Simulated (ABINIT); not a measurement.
# Quasiparticle gap of BP (F-43m) in ABINIT, part 2 of 2

Wanted: ground state, empty states, screening and self-energy for BP (F-43m).

ABINIT 10.8.3; PBE and many-body steps on it, plane waves. Known limits of the many-body steps: not at the basis limit; coarse k mesh.

So far. Step 2 (Ground state): The gap is indirect, with the least direct gap 2.13 eV higher. Step 3 (Bands along the symmetry lines): The gap is 1.260 eV, −0.020 eV from the run before at this level.

### Step 4. Empty states on the mesh, 4×4×4 mesh, 21 bands

Level of this step: DFT, PBE, plane waves, norm-conserving pseudopotentials (ABINIT).

The sums over transitions need many empty states on a uniform mesh; this step solves for them.

Contents of run.abi:

```
acell 3*1.0 Angstrom
rprim 
  0.000000000000 2.269000000000 2.269000000000
  2.269000000000 0.000000000000 2.269000000000
  2.269000000000 2.269000000000 0.000000000000
ntypat 2
znucl 5 15
natom 2
typat 1 2
xred 
  0.000000000000 0.000000000000 0.000000000000
  0.250000000000 0.250000000000 0.250000000000
pp_dirpath "pseudos"
pseudos "B.upf, P.upf"
ecut 34
ngkpt 4 4 4
nshiftk 1
shiftk 0 0 0
kptopt 1
chksymbreak 0
iscf -2
irdden 1
istwfk *1
nband 21
nbdbuf 4
tolwfr 1e-09
nstep 60
prtvol 0
indata_prefix "in"
outdata_prefix "out"
tmpdata_prefix "tmp"
```

Command:

```bash
> OMP_NUM_THREADS=1 mpirun -n 4 abinit run.abi > log
```

Numbers of over 12 decimals in the logs are rounded to 6 here.

The log of the run:

```text
.Version 10.8.3 of ABINIT. v10.8.2 released Aug 2026.

 Symmetries : space group F-4 3 m (#216); Bravais cF (face-center cubic)
[... echo of the input left out ...]
== DATASET  1 ==================================================================
-   mpi_nproc: 4, omp_nthreads: 1 (-1 if OMP is not activated)

--- !DatasetInfo
iteration_state: {dtset: 1, }
dimensions: {natom: 2, nkpt: 8, mband: 21, nsppol: 1, nspinor: 1, nspden: 1, mpw: 1524, }
cutoff_energies: {ecut:  34.0, pawecutdg:  -1.0, }
electrons: {nelect:   8.00000000E+00, charge:   0.00000000E+00, occopt:   1.00000000E+00, tsmear:   1.00000000E-02, }

 Real(R)+Recip(G) space primitive vectors, cartesian coordinates (Bohr,Bohr^-1):
 R(1)=  0.0000000  4.2877886  4.2877886  G(1)= -0.1166102  0.1166102  0.1166102
 R(2)=  4.2877886  0.0000000  4.2877886  G(2)=  0.1166102 -0.1166102  0.1166102
 R(3)=  4.2877886  4.2877886  0.0000000  G(3)=  0.1166102  0.1166102 -0.1166102
 Unit cell volume ucvol=  1.5766311E+02 bohr^3
 Angles (23,13,12)=  6.00000000E+01  6.00000000E+01  6.00000000E+01 degrees

 getcut: wavevector=  0.0000  0.0000  0.0000  ngfft=  32  32  32
         ecut(hartree)=     34.000   => boxcut(ratio)=   2.01047

--- Pseudopotential description ------------------------------------------------
- B Generated using ONCVPSP code by D. R. Hamann
-  5.00000   3.00000  171031                  znucl, zion, pspdat
12 -101130 1 -1 1534                          pspcod,pspxc,lmax,lloc,mmax
     nproj     2     2     0
  pspatm : epsatm=    3.38844616
         --- l  ekb(1:nproj) -->
             0    8.382104    1.234201
             1   -3.719492   -0.867526
 pspatm: atomic psp has been read  and splines computed

- P Generated using ONCVPSP code by D. R. Hamann
- 15.00000   5.00000  171031                  znucl, zion, pspdat
12 -101130 2 -1 1298                          pspcod,pspxc,lmax,lloc,mmax
     nproj     2     2     2
  pspatm : epsatm=    8.05910421
         --- l  ekb(1:nproj) -->
             0    6.598722    1.052341
[...]
pspatm: atomic psp has been read  and splines computed

--------------------------------------------------------------------------------

================================================================================
 prteigrs : about to open file out_EIG
 Non-SCF case, kpt    1 (  0.00000  0.00000  0.00000), residuals and eigenvalues=
  5.17E-10  3.22E-10  4.90E-10  9.04E-10  1.08E-10  1.91E-10  6.12E-10  2.51E-10
  4.24E-10  1.44E-10  3.83E-10  3.16E-10  6.87E-10  7.85E-10  4.93E-10  9.89E-10
  8.09E-10  4.35E-10  4.22E-10  1.21E-05  3.10E-04
 -3.0111E-01  2.6701E-01  2.6701E-01  2.6701E-01  3.9220E-01  3.9220E-01
  3.9220E-01  5.3740E-01  6.9047E-01  7.0970E-01  7.0970E-01  8.4388E-01
  8.4388E-01  8.4388E-01  1.0582E+00  1.3818E+00  1.3818E+00  1.3818E+00
[...]
prteigrs : prtvol=0 or 1, do not print more k-points.

--- !ResultsGS
iteration_state: {dtset: 1, }
comment   : Summary of ground state results
lattice_vectors:
- [  0.0000000,   4.2877886,   4.2877886, ]
- [  4.2877886,   0.0000000,   4.2877886, ]
- [  4.2877886,   4.2877886,   0.0000000, ]
lattice_lengths: [   6.06385,    6.06385,    6.06385, ]
lattice_angles: [ 60.000,  60.000,  60.000, ] # degrees, (23, 13, 12)
lattice_volume:   1.5766311E+02
convergence: {deltae:  0.000E+00, res2:  0.000E+00, residm:  9.939E-10, diffor:  0.000E+00, }
etotal    :  -9.89670974E+00
entropy   :   0.00000000E+00
fermie    :   2.67006735E-01
cartesian_stress_tensor: null
pressure_GPa: null
xred      :
- [  0.0000E+00,   0.0000E+00,   0.0000E+00,  B]
- [  2.5000E-01,   2.5000E-01,   2.5000E-01,  P]
cartesian_forces: null
force_length_stats: {min: null, max: null, mean: null, }

 Integrated electronic density in atomic spheres:
 ------------------------------------------------
 Atom  Sphere_radius  Integrated_density
[...]
================================================================================

 ----iterations are completed or convergence reached----

 Mean square residual over all n,k,spin=   47.460E-11; max=  99.393E-11
 reduced coordinates (array xred) for    2 atoms
       0.000000000000      0.000000000000      0.000000000000
       0.250000000000      0.250000000000      0.250000000000

 cartesian coordinates (angstrom) at end:
    1      0.000000     0.000000     0.000000
    2      1.134500     1.134500     1.134500
 length scales=  1.889726125908  1.889726125908  1.889726125908 bohr
              =  1.000000000000  1.000000000000  1.000000000000 angstroms
 prteigrs : about to open file out_EIG
 Eigenvalues (hartree) for nkpt=   8  k points:
 kpt#   1, nband= 21, wtk=  0.01563, kpt=  0.0000  0.0000  0.0000 (reduced coord)
  -0.30111    0.26701    0.26701    0.26701    0.39220    0.39220    0.39220    0.53740
   0.69047    0.70970    0.70970    0.84388    0.84388    0.84388    1.05819    1.38180
   1.38180    1.38180    1.61399    1.61402    1.61470
 prteigrs : prtvol=0 or 1, do not print more k-points.

== END DATASET(S) ==============================================================
================================================================================

 -outvars: echo values of variables after computation  --------
            nband          21
             nkpt           8
          spgroup         216
 [... the other variables as echoed above ...]

 Calculation completed.
```

The job ended after 2.5 s (4 MPI ranks of Arm Neoverse V1, shared host; peak memory 0.07 GiB; 9.7 s of CPU time).

This step gave:

```
gap                                                           : 1.347 eV
k of the valence top                                          : 0, 0, 0
k of the conduction bottom                                    : 0.5, 0.5, 0
least direct gap                                              : 3.407 eV
k points computed                                             : 8
lowest point of the top converged band, above the valence top : 25.79 eV
```

On this mesh the gap is 1.347 eV. The earlier step found 1.280 eV, so this mesh misses an edge.

### Step 5. Screening, 4×4×4 mesh, 17 bands, screening to 87.1 eV

The RPA dielectric matrix is built and inverted for each q.

This step: RPA screening on PBE, plane waves, norm-conserving pseudopotentials.

run.abi: that of step 4 with these lines changed.

```diff
@@ -20,10 +20,11 @@
 chksymbreak 0
-iscf -2
-irdden 1
 istwfk *1
-nband 21
-nbdbuf 4
-tolwfr 1e-09
-nstep 60
-prtvol 0
+occopt 1
+irdwfk 1
+optdriver 3
+nband 17
+ecuteps 3.2
+inclvkb 2
+awtr 1
+symchi 1
 indata_prefix "in"
```

The log of the run:

```text
.Version 10.8.3 of ABINIT. v10.8.2 released Aug 2026.

 Symmetries : space group F-4 3 m (#216); Bravais cF (face-center cubic)
[... echo of the input left out ...]
== DATASET  1 ==================================================================
-   mpi_nproc: 4, omp_nthreads: 1 (-1 if OMP is not activated)

--- !DatasetInfo
iteration_state: {dtset: 1, }
dimensions: {natom: 2, nkpt: 8, mband: 17, nsppol: 1, nspinor: 1, nspden: 1, mpw: 1524, }
cutoff_energies: {ecut:  34.0, pawecutdg:  -1.0, }
electrons: {nelect:   8.00000000E+00, charge:   0.00000000E+00, occopt:   1.00000000E+00, tsmear:   1.00000000E-02, }

 SCREENING: Calculation of the susceptibility and dielectric matrices

 Based on a program developped by R.W. Godby, V. Olevano, G. Onida, and L. Reining.
 Incorporated in ABINIT by V. Olevano, G.-M. Rignanese, and M. Torrent.
.Using double precision arithmetic ; gwpc =  8

[... cell and pseudopotentials left out ...]
--------------------------------------------------------------------------------

 ==== K-mesh for the wavefunctions ====
 Number of points in the irreducible wedge :     8
[... list of points left out ...]
 Together with 24 symmetry operations and time-reversal symmetry
 yields    64 points in the full Brillouin Zone.

 ==== Q-mesh for the screening function ====
 Number of points in the irreducible wedge :     8
[... list of points left out ...]
 Together with 24 symmetry operations and time-reversal symmetry
 yields    64 points in the full Brillouin Zone.

 setmesh: FFT mesh size selected  =    24x   24x   24
          total number of points  =        13824

 vcoul_init : cutoff-mode = AUXILIARY_FUNCTION
 q-points for optical limit:   1
     1)      0.000010    0.000020    0.000030

- screening: taking advantage of time-reversal symmetry
- Maximum band index for partially occupied states nbvw = 4
- Remaining bands to be divided among processors   nbcw = 13
- Number of bands treated by each node ~3

 Number of electrons calculated from density =    8.0000; Expected =    8.0000
 average of density, n =  0.050741
 r_s =    1.6757
 omega_plasma =   21.7288 [eV]

 calculating chi0 at frequencies [eV] :
  1    0.000000E+00    0.000000E+00
  2    0.000000E+00    2.172879E+01

--------------------------------------------------------------------------------
  q-point number  1        q = ( 0.000000, 0.000000, 0.000000) [r.l.u.]
--------------------------------------------------------------------------------
[... chi0 elements left out ...]
 For q-point:  0.000010 0.000020 0.000030
  dielectric constant =  12.8377
  dielectric constant without local fields =  13.9002

  Average fulfillment of the sum rule on Im[epsilon] for q-point    1 :     36.43  [%]
[... wings left out ...]
  q-point number  2        q = ( 0.250000, 0.000000, 0.000000) [r.l.u.]
--------------------------------------------------------------------------------
[... chi0 elements left out ...]
  Average fulfillment of the sum rule on Im[epsilon] for q-point    2 :     73.45  [%]

 [... 6 further q-points ...]
```

Run time: 2.6 s. Hardware: 4 MPI ranks; peak memory 0.09 GiB; 10 s of CPU time.

Numbers from this step:

| Quantity | Value |
| --- | --- |
| ε∞ with local fields, on this mesh, along the program's q direction | 12.84 |
| the same without local fields | 13.90 |
| plasma frequency | 21.73 eV |
| plane waves in the screening matrix | 51 |

Local fields lower ε∞ by 8 %. On a Γ-centred mesh this coarse the value itself is usually too large, while a short band sum pulls it down.

### Step 6. Self-energy, 4×4×4 mesh, 17 bands, screening to 87.1 eV

The self-energy is evaluated for the states that the input lists, and the levels follow from it, in one-shot runs by the linearised quasiparticle equation.

This step: G0W0 on PBE, plane waves, norm-conserving pseudopotentials.

run.abi: that of step 5 with these lines changed.

```diff
@@ -23,8 +23,17 @@
 irdwfk 1
-optdriver 3
+optdriver 4
 nband 17
+gwcalctyp 0
+ecutsigx 34
+symsigma 1
+nkptgw 2
+kptgw 
+  0.0000000000 0.0000000000 0.0000000000
+  0.5000000000 0.5000000000 0.0000000000
+bdgw 
+  2 7
+  3 6
 ecuteps 3.2
-inclvkb 2
-awtr 1
-symchi 1
+irdscr 1
+ppmodel 1
 indata_prefix "in"
```

The log of the run:

```text
.Version 10.8.3 of ABINIT. v10.8.2 released Aug 2026.

 Symmetries : space group F-4 3 m (#216); Bravais cF (face-center cubic)
[... echo of the input left out ...]
== DATASET  1 ==================================================================
-   mpi_nproc: 4, omp_nthreads: 1 (-1 if OMP is not activated)

--- !DatasetInfo
iteration_state: {dtset: 1, }
dimensions: {natom: 2, nkpt: 8, mband: 17, nsppol: 1, nspinor: 1, nspden: 1, mpw: 1524, }
cutoff_energies: {ecut:  34.0, pawecutdg:  -1.0, }
electrons: {nelect:   8.00000000E+00, charge:   0.00000000E+00, occopt:   1.00000000E+00, tsmear:   1.00000000E-02, }

 SIGMA: Calculation of the GW corrections

 Based on a program developped by R.W. Godby, V. Olevano, G. Onida, and L. Reining.
 Incorporated in ABINIT by V. Olevano, G.-M. Rignanese, and M. Torrent.
.Using double precision arithmetic ; gwpc =  8

[... cell and pseudopotentials left out ...]
--------------------------------------------------------------------------------

 ==== K-mesh for the wavefunctions ====
 Number of points in the irreducible wedge :     8
[... list of points left out ...]
 Together with 24 symmetry operations and time-reversal symmetry
 yields    64 points in the full Brillouin Zone.

 ==== Q-mesh for screening function ====
 Number of points in the irreducible wedge :     8
[... list of points left out ...]
 Together with 24 symmetry operations and time-reversal symmetry
 yields    64 points in the full Brillouin Zone.

 vcoul_init : cutoff-mode = AUXILIARY_FUNCTION
 q-points for optical limit:   1
     1)      0.000010    0.000020    0.000030
 setmesh: FFT mesh size selected  =    32x   32x   32
          total number of points  =        32768

 Number of electrons calculated from density =    8.0000; Expected =    8.0000
 average of density, n =  0.050741
 r_s =    1.6757
 omega_plasma =   21.7288 [eV]

 === KS Band Gaps ===
  >>>> For spin  1
   Minimum direct gap =   3.4068 [eV], located at k-point      :   0.0000  0.0000  0.0000
   Fundamental gap    =   1.3473 [eV], Top of valence bands at :   0.0000  0.0000  0.0000
                                       Bottom of conduction at :   0.5000  0.5000  0.0000
 SIGMA fundamental parameters:
 PLASMON POLE MODEL  1
 number of plane-waves for SigmaX                 1459
 number of plane-waves for SigmaC and W             51
 number of plane-waves for wavefunctions          1459
 number of bands                                    17
 number of independent spin polarizations            1
 number of spinorial components                      1
 number of k-points in IBZ                           8
 number of q-points in IBZ                           8
 number of symmetry operations                      24
 number of k-points in BZ                           64
 number of q-points in BZ                           64
 number of frequencies for dSigma/dE                 9
 frequency step for dSigma/dE [eV]                0.25
 number of omega for Sigma on real axis              0
 max omega for Sigma on real axis  [eV]           0.00
 zcut for avoiding poles [eV]                     0.10

 EPSILON^-1 parameters (SCR file):
 dimension of the eps^-1 matrix on file             51
 dimension of the eps^-1 matrix used                51
 number of plane-waves for wavefunctions          1459
 number of bands                                    17
 number of q-points in IBZ                           8
 number of frequencies                               2
 number of real frequencies                          1
 number of imag frequencies                          1

 matrix elements of self-energy operator (all in [eV])

 Perturbative Calculation

--- !SelfEnergy_ee
iteration_state: {dtset: 1, }
kpoint     : [   0.000,    0.000,    0.000, ]
spin       : 1
KS_gap     :    3.407
QP_gap     :    4.203
Delta_QP_KS:    0.796
data: !SigmaeeData |
     Band     E0 <VxcDFT>   SigX SigC(E0)      Z dSigC/dE  Sig(E)    E-E0       E
        2   7.266 -13.315 -15.260   2.271   0.801  -0.249 -13.054   0.261   7.526
        3   7.266 -13.315 -15.260   2.271   0.801  -0.249 -13.054   0.261   7.526
        4   7.266 -13.315 -15.260   2.271   0.801  -0.249 -13.054   0.261   7.526
        5  10.672 -12.021  -7.049  -3.656   0.803  -0.246 -10.964   1.057  11.729
        6  10.672 -12.021  -7.049  -3.656   0.803  -0.246 -10.964   1.057  11.729
        7  10.672 -12.021  -7.049  -3.656   0.803  -0.246 -10.964   1.057  11.729

--- !SelfEnergy_ee
iteration_state: {dtset: 1, }
kpoint     : [   0.500,    0.500,    0.000, ]
spin       : 1
KS_gap     :    5.461
QP_gap     :    6.329
Delta_QP_KS:    0.868
data: !SigmaeeData |
     Band     E0 <VxcDFT>   SigX SigC(E0)      Z dSigC/dE  Sig(E)    E-E0       E
        3   3.152 -12.501 -16.052   3.429   0.780  -0.282 -12.596  -0.095   3.057
        4   3.152 -12.501 -16.052   3.429   0.780  -0.282 -12.596  -0.095   3.057
        5   8.613 -10.805  -6.333  -3.522   0.813  -0.230 -10.032   0.773   9.386
        6   8.933 -10.660  -6.086  -3.559   0.818  -0.223  -9.830   0.830   9.763

== END DATASET(S) ==============================================================
================================================================================

 -outvars: echo values of variables after computation  --------
           etotal      0.0000000000E+00
            nband          17
             nkpt           8
          spgroup         216
 [... the other variables as echoed above ...]

 Calculation completed.
```

It took 2.2 s on 4 MPI ranks; peak memory 0.09 GiB; 8.5 s of CPU time.

This step gave:

- G0W0 gap on the points computed: 1.860 eV
- starting gap on the mesh: 1.347 eV
- k of the valence top: 0, 0, 0
- k of the conduction bottom: 0.5, 0.5, 0
- Z at the valence top: 0.801
- Z at the conduction bottom: 0.813
- least direct G0W0 gap on the computed points: 4.203 eV

The gap on the mesh goes from 1.35 eV to 1.86 eV, a correction of +0.51 eV. The start differs from the 1.28 eV found before because the two sample other k points.

Limits: finite bands, cutoff and mesh; coarse k mesh. v1 is the top filled band, c1 the lowest empty one. The levels before and after the correction (eV, zero at the valence-band top of each column):

```
           conduction bottom  valence top
Kohn-Sham               1.35         0.00
     G0W0               1.86         0.00
```

```
                       level  energy (eV)
Kohn-Sham            Γ v3-v1        0.000
Kohn-Sham            Γ c1-c3        3.407
Kohn-Sham  (0.5 0.5 0) v2-v1       -4.114
Kohn-Sham     (0.5 0.5 0) c1        1.347
Kohn-Sham     (0.5 0.5 0) c2        1.667
     G0W0            Γ v3-v1        0.000
     G0W0            Γ c1-c3        4.203
     G0W0  (0.5 0.5 0) v2-v1       -4.469
     G0W0     (0.5 0.5 0) c1        1.860
     G0W0     (0.5 0.5 0) c2        2.237
```

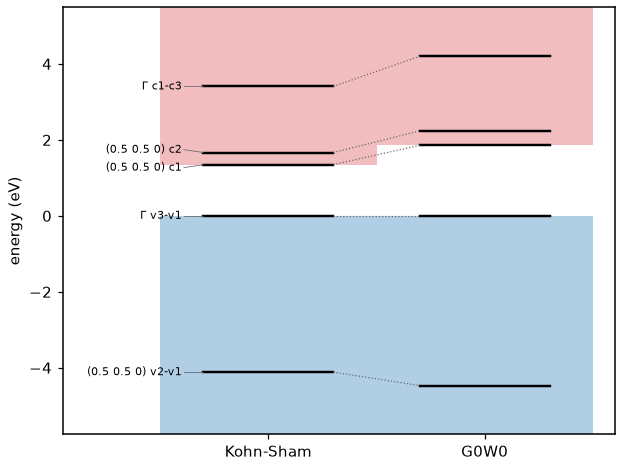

Levels before and after the correction. Shaded: valence and conduction bands.

### Step 7. Where the time went

Times are wall times on 4 MPI ranks of Arm Neoverse V1, shared host, good to a factor of about two.

```
                          step   time  share  memory (GiB)
                  ground state  4.1 s   27 %          0.25
bands along the symmetry lines  3.9 s   25 %          0.24
      empty states on the mesh  2.5 s   16 %          0.07
                     screening  2.6 s   17 %          0.09
                   self-energy  2.2 s   14 %          0.09
```

### Step 8. What came out

```yaml
pbe_gap: 1.26 eV, indirect
g0w0_gap_on_the_mesh: 1.86 eV
g0w0_gap_over_the_zone_rigid_shift: 1.77 eV
gw_settings: 4×4×4 mesh, 17 bands, screening to 87.1 eV, Godby-Needs plasmon pole
known_limits: not at the basis limit; coarse k mesh
```

G0W0 moves the gap on the mesh from 1.35 eV to 1.86 eV (+0.51 eV), with Z of 0.80 and 0.81 at the edges. The mesh misses the band edges by 0.09 eV in all; a rigid shift gives 1.77 eV for the zone. Local fields lower the RPA ε∞ on this mesh from 13.90 to 12.84; a Γ-centred mesh this coarse tends to raise both, most where the direct gap is narrow, while a short band sum lowers them. Only 2 of the mesh's irreducible points were corrected, so a valley elsewhere could overtake. Bands and cutoff are finite, so the gap is not at the basis limit. The miss can reach some tenths of an eV and take either sign; the mesh is an error of its own. In the G0W0 run levels were corrected at 2 k points alone, so a gap called «on the mesh» is the least over those, and an edge elsewhere would be missed. A denser mesh or path gives a starting gap of 1.26 eV: the GW mesh misses a band edge, so its gaps are not the fundamental one. The 4×4×4 mesh is coarse for this cell, which bears on the long-range parts of exchange and screening.

[Paths, hosts, dates, memory and timing lines, banners, echoed tables and standing remarks are left out of the program output.]

[Logs are printed without paths, hosts, clocks, repeated set-up lines and the standing remarks that a program may print on its own settings, such as how far it seeks lower states.]

[Runs of the session that timed out or met a known fault of the program may be left out.]

[Hosts, paths, dates, database ids (printed as entryN), source tags and the programs' standing remarks are cut or masked in the printed files.]

[G0W0 gaps are taken among the corrected bands and points alone; a level outside them can change the order at an edge.]

[Where Ansatz stands beside ABINIT at settings called matched, ABINIT's density can come from a denser mesh and the files from another edition; pairs whose starting gaps differed by over 0.03 eV were left out, so agreement reads better than it is.]
